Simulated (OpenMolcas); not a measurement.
# Ru³⁺ among point charges: CASSCF and CASPT2 levels and susceptibility

How does a field of 4 point charges split the states of Ru³⁺, and what χT follows?

The numbers are computed with OpenMolcas 26.06 (state-averaged CASSCF and CASPT2, spin-orbit coupling by RASSI with atomic mean-field integrals), except any that are marked as measured or tabulated.

### Step 1. The system

| Property | Result |
| --- | --- |
| Species | Ru³⁺ (ruthenium, Z = 44, 41 electrons) |
| Basis | ANO-RCC-VDZP [6s5p3d1f], 43 functions |
| Scalar Hamiltonian | DKH2, point nucleus |
| Inactive shells | 1s 2s 2p 3s 3p 3d 4s 4p |
| Active space | 5 electrons in 5 orbitals (4d) |
| Some configurations of this space | 4d⁵ |
| Orbitals | optimised for each spin and parity, averaged over all roots |

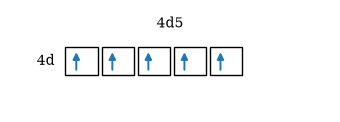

Occupation of the outer shells (arrows by Hund's rule).

The ion sits among 4 point charges of -2 e arranged as a tetrahedron (Td), 1.9 Å from the ion.

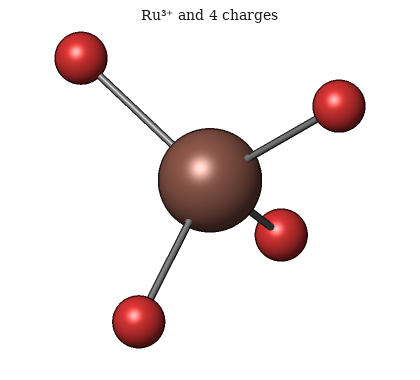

The ion and the point charges (red).

Each step is its own input file, run in one work folder so that later steps find the files of earlier ones. Labels, J, g values, rates, χT and fits are worked out afterwards by a script from the matrices that RASSI stores.

### Step 2. Basis and integrals

a.inp

```
&GATEWAY
Coord
1

Ru 0.0 0.0 0.0
Basis=ANO-RCC-VDZP
Group=NoSym
NoMove
AngMom=0.0 0.0 0.0
AMFI
XField
4 Angstrom 0
1.096966 1.096966 1.096966 -2.000000
1.096966 -1.096966 -1.096966 -2.000000
-1.096966 1.096966 -1.096966 -2.000000
-1.096966 -1.096966 1.096966 -2.000000
&SEWARD
```

The run is started by

```bash
> OMP_NUM_THREADS=1 MOLCAS_MEM=1689 MOLCAS_PROJECT=a pymolcas a.inp > a.log
```

### Step 3. Reference wave functions, sextets, 1 root

a.inp

```
&RASSCF
FileOrb=start.orb
Symmetry=1
Spin=6
nActEl=5 0 0
Inactive=18
Ras2=5
CIRoot=1 1 1
SDav=1
CIMx=300
Iter=120 100
PrWF=0.3
OrbListing=Nothing
MaxOrb=0
>>> COPY $Project.JobIph JOB001
```

start.orb holds the contracted functions of the basis, ordered by shell, or the orbitals of the step before.

### Step 4. CASSCF: quartets, 24 roots

a.inp

```
&RASSCF
FileOrb=start.orb
Symmetry=1
Spin=4
nActEl=5 0 0
Inactive=18
Ras2=5
CIRoot=24 24 1
SDav=24
CIMx=300
Iter=120 100
PrWF=0.3
OrbListing=Nothing
MaxOrb=0
>>> COPY $Project.JobIph JOB002
```

### Step 5. Reference wave functions, doublets, 75 roots

a.inp

```
&RASSCF
FileOrb=start.orb
Symmetry=1
Spin=2
nActEl=5 0 0
Inactive=18
Ras2=5
CIRoot=75 75 1
SDav=75
CIMx=300
Iter=120 100
PrWF=0.3
OrbListing=Nothing
MaxOrb=0
>>> COPY $Project.JobIph JOB003
```

### Step 6. State interaction with spin-orbit coupling

a.inp

```
&RASSI
NrOfJobIphs=3 1 24 75
1
1 2 3 4 5 6 7 8 9 10 11 12 13 14 15 16 17 18 19 20 21 22 23 24
1 2 3 4 5 6 7 8 9 10 11 12 13 14 15 16 17 18 19 20 21 22 23 24 25 26 27
28 29 30 31 32 33 34 35 36 37 38 39 40 41 42 43 44 45 46 47 48 49 50 51
52 53 54 55 56 57 58 59 60 61 62 63 64 65 66 67 68 69 70 71 72 73 74 75
IphNames
JOB001
JOB002
JOB003
EJob
SpinOrbit
DIPRint=1.0
SOCoupling=1000.0
Subsets=2
Property=9
'ANGMOM' 1 'ANGMOM' 2 'ANGMOM' 3 'MLTPL  1' 1 'MLTPL  1' 2 'MLTPL  1' 3
'AMFI' 1 'AMFI' 2 'AMFI' 3
SOProperty=3
'ANGMOM' 1 'ANGMOM' 2 'ANGMOM' 3
```

### Step 7. CASPT2: IPEA 0.25, imaginary shift 0.1 (closed shells correlated: 4s 4p)

a.inp

```
>>> COPY JOB001 $Project.JobIph
&CASPT2
Multistate=1 1
Frozen=14
IPEA=0.25
Imaginary=0.1
MaxIter=60
WThr=0.0 0.3 0.05
PrWF=0.5
NoMix
>>> COPY JOB002 $Project.JobIph
&CASPT2
Multistate=24 1 2 3 4 5 6 7 8 9 10 11 12 13 14 15 16 17 18 19 20 21 22
23 24
NoMult
Frozen=14
IPEA=0.25
Imaginary=0.1
MaxIter=60
WThr=0.0 0.3 0.05
PrWF=0.5
NoMix
>>> COPY JOB003 $Project.JobIph
&CASPT2
Multistate=75 1 2 3 4 5 6 7 8 9 10 11 12 13 14 15 16 17 18 19 20 21 22
23 24 25 26 27 28 29 30 31 32 33 34 35 36 37 38 39 40 41 42 43 44 45 46
47 48 49 50 51 52 53 54 55 56 57 58 59 60 61 62 63 64 65 66 67 68 69 70
71 72 73 74 75
NoMult
Frozen=14
IPEA=0.25
Imaginary=0.1
MaxIter=60
WThr=0.0 0.3 0.05
PrWF=0.5
NoMix
```

(Steps that only read results are left out.)

Before running it: what results should come out? Wanted: spin-free ground state; lowest level; next level.

**Answer**, as computed:

| quantity | value |
| --- | --- |
| method | SS-CASPT2, IPEA 0.25, imaginary shift 0.1 (closed shells correlated: 4s 4p) |
| spin-free ground state | 6A1, 1-fold in its orbital part |
| lowest level | 2-fold Γ7, g = 3.33, 3.33, 3.33 |
| next level | 0.1 cm⁻¹ |
| χT at 300 K | 4.37 cm³ K/mol |
| effective moment at 300 K | 5.91 μB |

Cost by method:

```tsv
method	time of its own steps	time with the reference
A. CASSCF	47 s	47 s
B. SS-CASPT2, IPEA 0.25, imaginary shift 0.1, +4s 4p	17 s	63 s
```

Times are of one thread on a shared host.

**Reading.** The spin-free ground state (6A1) comes to 100 % from free-ion S terms and keeps the highest spin of the shell. χT at 300 K is 4.37, against 4.39 cm³ K/mol for the spin alone, as a half-filled shell (L = 0) has no orbital moment. An active space of the d shell alone favours high spin; real ions in strong fields can be low spin. A ligand-field fit to the states below 45000 cm-1 gives 10Dq = -3616 cm-1, B = 709 cm-1 and C = 3367 cm-1 (C/B = 4.75), with a deviation of 499 cm-1. CASPT2 does not keep the components of a term degenerate, and the means are used. The field of point charges can differ much from that of real complexes. Point charges carry no covalency, so the field is a model and not that of real ligands.
